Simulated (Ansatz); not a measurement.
# F6S: the cost of one run

Program: Ansatz 0.2.0. Level of theory: the levels named in each step. These are calculated values, not measurements.

## (1) Starting point

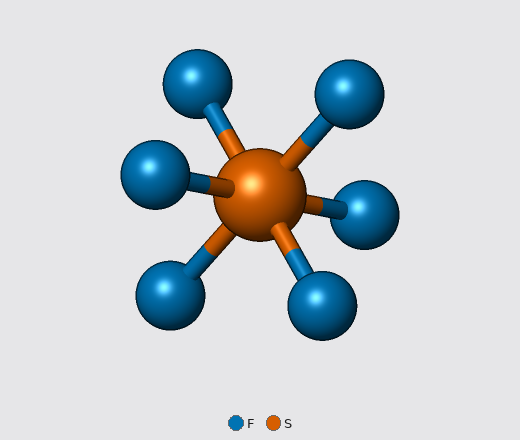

The starting structure, seen from a chosen angle (fluorine blue, sulfur orange).

Coordinates:

```xyz
7

F    -0.4317    1.2067   -0.9417
S     0.0001    0.0000    0.0000
F     1.4696    0.6003    0.0960
F     0.4285   -0.8440   -1.2781
F    -0.4282    0.8444    1.2779
F    -1.4697   -0.6003   -0.0956
F     0.4317   -1.2067    0.9417
```

## (2) A rough first relaxation, PBE-D4/def2-SVP

This run stands in another session on the same molecule. It ended at:

```xyz
7

F    -0.4365    1.2205   -0.9524
S     0.0001    0.0001    0.0000
F     1.4863    0.6073    0.0970
F     0.4331   -0.8537   -1.2925
F    -0.4330    0.8539    1.2925
F    -1.4862   -0.6072   -0.0969
F     0.4365   -1.2204    0.9524
```

## (3) Relaxation, HF/STO-3G

input.yaml reads:

```yaml
crystal:
  periodic: [false, false, false]
  atoms:
    - { symbol: F, position_ang: [-0.43645401, 1.22045014, -0.95243044] }
    - { symbol: S, position_ang: [5.59e-05, 5.328e-05, 1.702e-05] }
    - { symbol: F, position_ang: [1.48630543, 0.60725682, 0.0969959] }
    - { symbol: F, position_ang: [0.43314117, -0.85368091, -1.29250201] }
    - { symbol: F, position_ang: [-0.43302032, 0.85389387, 1.29248694] }
    - { symbol: F, position_ang: [-1.48619973, -0.60717757, -0.09685761] }
    - { symbol: F, position_ang: [0.43650156, -1.22037563, 0.9524402] }
basis:
  gaussian: { orbitals: STO-3G }
hamiltonian:
  xc: hf
relax:
  f_tol: 0.002
  max_steps: 150
```

On the command line:

```
> ansatz run input.yaml --threads 4 --pin off --max-ram 10240MiB --backend cpu --events-out ev --progress --plain --runs-dir out
```

Q: Estimate wall time and peak memory on 4 threads of Arm Neoverse V1, shared host.

About 1.4 s, with a peak of 0.095 GiB.
